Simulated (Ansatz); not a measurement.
# Fields on a plane of ZnO (wurtzite)

```xyz
4
Lattice="3.2352 0.0000 0.0000 -1.6176 2.8018 0.0000 0.0000 0.0000 5.2114" Properties=species:S:1:pos:R:3 pbc="T T T"
Zn     1.6176     0.9339     0.0126
Zn     0.0000     1.8678     2.6183
O      1.6176     0.9339     3.2456
O      0.0000     1.8678     0.6399
```

The slice is a (1 -1 0 0) plane (indices of the conventional cell) through the point (0.667, 0.333, 0.002) (fractional), spanned by u = [110] and v = [001] in vectors of this cell: u (3.24 Å) and v (5.21 Å, at 90° to u). It covers one period; positions are fractions (u, v).

Atoms on it: Zn at (0.00, 0.00); O at (0.00, 0.62). Other atoms lie within 1 Å of the plane.

Method: r2SCAN (plane waves to 500 eV, PAW, scalar-relativistic; Ansatz, a program for electronic structure). k mesh 12×12×7. Inside the PAW spheres the values are not all-electron values, and peaks at nuclei hang on which shells count as valence. ZnO was relaxed with its symmetry unable to fall.

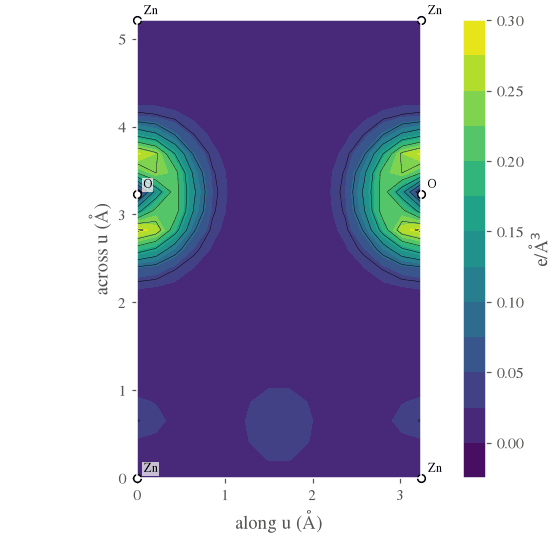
*Density of the highest valence band (whole band, smooth part) in e/Å³, one period of the plane, atoms marked. *

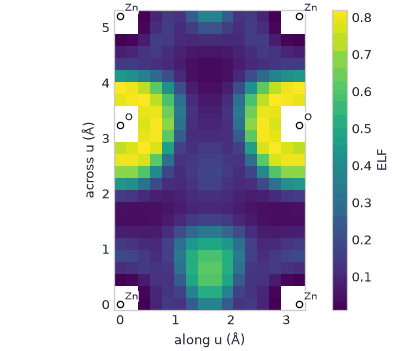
Electron localisation function (ELF), one period of the plane, atoms marked. Points within 0.4 Å of a nucleus are left white, as the pseudised field means little there.

The density on the Zn–O line (1.98 Å) at its density minimum, 0.9 Å from Zn is 0.59 e/Å³ and the ELF at that point is 0.2. Element round which the density of the highest valence band (whole band, smooth part) is largest on this plane: O. Element round which the density of the lowest conduction band (whole band as if filled, smooth part) is largest on this plane: O.
